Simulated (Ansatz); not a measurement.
## Cu6H: single-point calculation (part 1 of 2)

The run: single-point calculation of Cu6H (slab, 14 atoms in the cell). Method and program: DFT PBE, scalar-relativistic, plane waves, PAW, no spin polarisation (Ansatz 0.2.0).

The structure derives from an entry of the Crystallography Open Database. Figures and captions count atoms from 1; the log counts them from 0 in places.

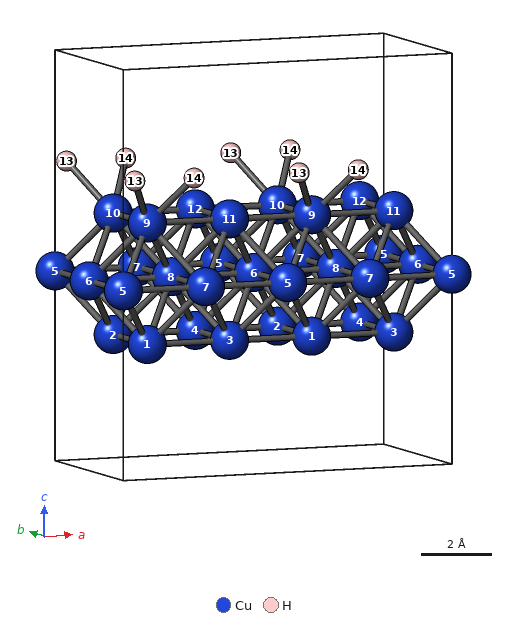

Figure 1. The input geometry (ball-and-stick view of the 2 × 1 repeat of the cell, with the vacuum cut short, seen slightly off an axis; atoms are numbered from 1 in the order of the input).

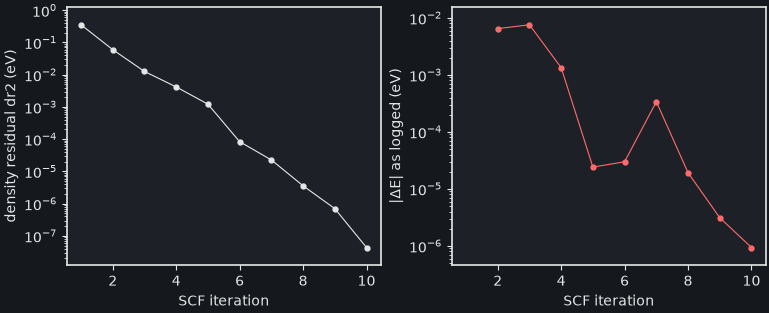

Figure 2. Convergence of the self-consistent field: density residual dr2 and size of the energy change against the SCF iteration. The residual falls at every step.

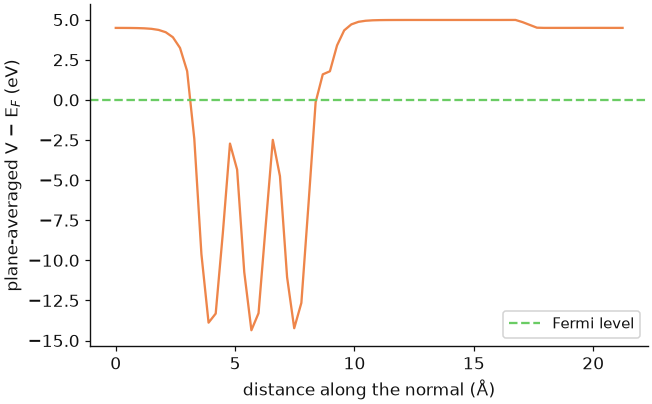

Figure 3. Plane average of the electrostatic potential energy of an electron across the cell, from the Fermi level. The vacuum level lies 4.98 eV above the Fermi level on the upper side and 4.48 eV on the lower.

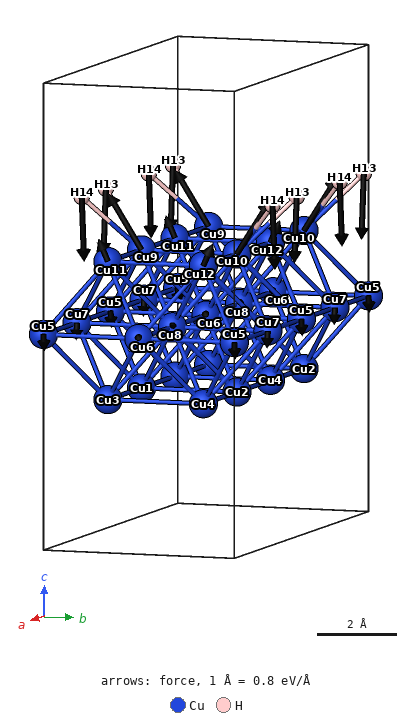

Figure 4. Forces on the atoms as black arrows (ball-and-stick view of the 2 × 1 repeat of the cell, with the vacuum cut short, seen slightly off an axis; atoms are numbered from 1 in the order of the input); the smallest are left out. The largest act on H13, H14 (1.36 eV/Å); Cu9, Cu10 (1.34 eV/Å); Cu11, Cu12 (0.51 eV/Å). The geometry is not a stationary point of this energy.

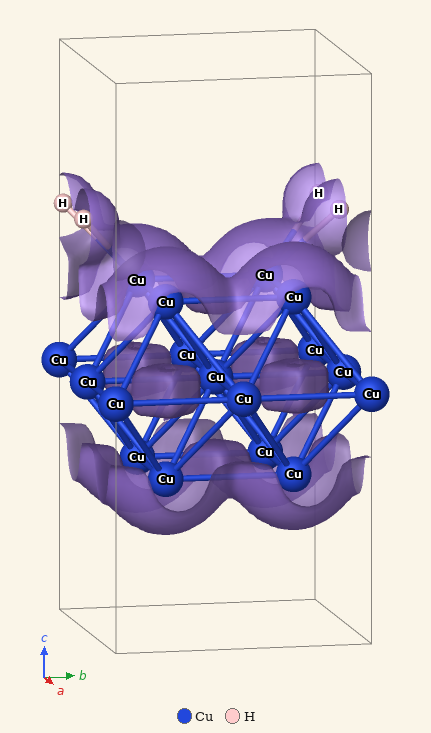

Figure 5. Isosurface of the valence pseudo-density at 0.2 e/Å³ (purple), seen slightly off an axis. Sticks mark near contacts. At this value the density is joined into sheets; it holds about 95 % of the electrons treated as valence (semicore included). On the grid the lowest density along these lines, outside the cores, is 0.25 e/Å³ (Cu–H, 2.12 Å) and 0.28 e/Å³ (Cu–Cu, 2.53 Å). In a PAW calculation such maps are meaningful between the atoms, not at the nuclei.

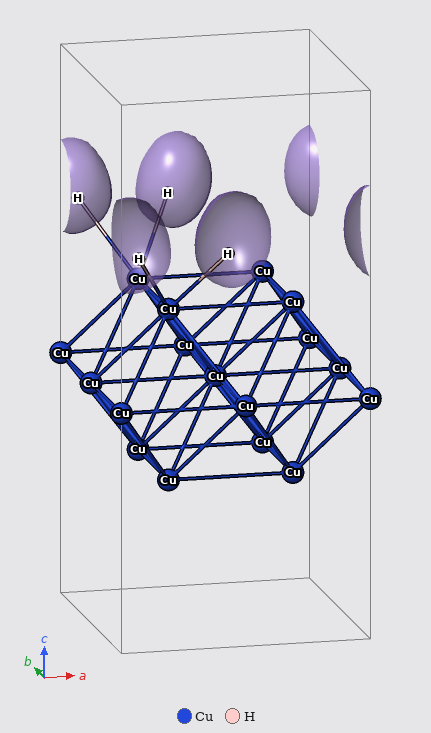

Figure 6. Isosurface of the electron localisation function at 0.75 (purple), seen slightly off an axis. Core shells and regions of very low density are left out. Sticks mark near contacts. Counts are for one cell; the picture repeats the cell along the surface. Cu–Cu (2.53 Å): the ELF is about 0.20 at the midpoint; no shared electron pair.

These pictures come from the run below.

Input
```yaml
crystal:
  lattice:
    - [5.1332392722, 0.0, 0.0]
    - [0.0, 5.1332392722, 0.0]
    - [0.0, 0.0, 21.5289058579]
  atoms:
    - { symbol: Cu, position: [0.25, 0.25, 0.1857967157] }
    - { symbol: Cu, position: [0.25, 0.75, 0.1857967157] }
    - { symbol: Cu, position: [0.75, 0.25, 0.1857967157] }
    - { symbol: Cu, position: [0.75, 0.75, 0.1857967157] }
    - { symbol: Cu, position: [0.0, 0.0, 0.2677566944] }
    - { symbol: Cu, position: [0.0, 0.5, 0.2677566944] }
    - { symbol: Cu, position: [0.5, 0.0, 0.2677566944] }
    - { symbol: Cu, position: [0.5, 0.5, 0.2677566944] }
    - { symbol: Cu, position: [0.25, 0.25, 0.3497114952] }
    - { symbol: Cu, position: [0.25, 0.75, 0.3497114952] }
    - { symbol: Cu, position: [0.75, 0.25, 0.3497114952] }
    - { symbol: Cu, position: [0.75, 0.75, 0.3497114952] }
    - { symbol: H, position: [0.0698992973, 1.0, 0.4152048375] }
    - { symbol: H, position: [0.4301007027, 1.0, 0.4152048375] }
basis:
  ecutwfc: 420
kpoints:
  mp_grid: { grid: [5, 5, 1] }
hamiltonian:
  xc: pbe
scf:
  occupations: { method: gaussian, width: 0.1 }
output:
  forces: true
  eigenvalues: true
  write_density: true
  write_potential: true
  elf: true
  volumetric_format: npy
efield:
  axis: 3
  dipole_correction: true
  ramp_width: 0.04
```

Launched with:
```bash
ansatz run input.yaml --threads 4 --pin off --max-ram 12288MiB --backend cpu --events-out ev --progress --plain --runs-dir out
```

Log
```
Engine: ansatz 0.2.0, aarch64-unknown-linux-gnu
Pseudopotentials: kind: paw
Pseudopotential: Cu, paw, valence charge 19, recommended cutoff 420 eV (normal), Cu.paw.azcp
Pseudopotential: H, paw, valence charge 1, recommended cutoff 420 eV (normal), H.paw.azcp
Functional definition: PBE
  parameter kappa = 0.804
  parameter beta = 0.06672455060314922
  exchange = pbe_x(kappa = kappa, mu = beta*pi^2/3)
  correlation = pbe_c(beta = beta)
Crystal: 14 atoms, lattice volume = 567.290 Å³
Basis set: ecut = 420 eV, 11087 PW (Γ), exchange–correlation on 72×72×288 points (8 copies of the dense FFT grid, shifted against one another)
Bands: 138, of which v1, the nominal top of the filled ones, is band 115 counted from 1 (114 counted from 0)
Symmetry: 4 space group operations
Space group: Pmm2 (ITA 25), of the structure as read, at distance tolerance 8.3e-5 Å
k-points: 9 of 25
Non-local potential: Cu, projectors of the file, l = 0: 3, l = 1: 2, l = 2: 3, l = 3: 1
Non-local potential: H, projectors of the file, l = 0: 2, l = 1: 1
PAW form: soft (Blöchl's): semilocal exchange-correlation on the pseudo side does not see the compensation charge
PAW one-centre angular grid: Cu, 590 points (default); XC on 64 Gauss nodes
PAW one-centre angular grid: H, 110 points (default); XC on 64 Gauss nodes
Initial density: superposition of atomic densities (neutral atoms: chi_scale 0, normalization atom), corrected by the library's trained network
Initial wavefunctions: pseudopotential atomic-orbital guess
Functional: x = pbe(κ = 0.804, μ = 0.2195149727645171), c = pbe(β = 0.06672455060314922)
```
